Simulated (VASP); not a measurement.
Band structure of TiB$_{2}$ (AlB2 type). These are PW91 GGA, VASP's PBE PAW potentials (set 64) (plane waves; VASP) values and carry that method's errors.

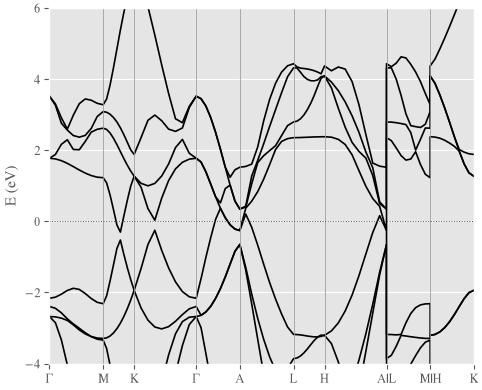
Fig. 1. Bands along high-symmetry lines, zero at the valence-band maximum or, without a gap, the Fermi level

### Question
Read the plot: is there a gap, and where are the band edges?

### Answer
It has no gap at this level: it comes out as a metal or semimetal. (Edges off the drawn lines would not show.)

The compound is TiB2 in the AlB2 type structure. It was relaxed first.
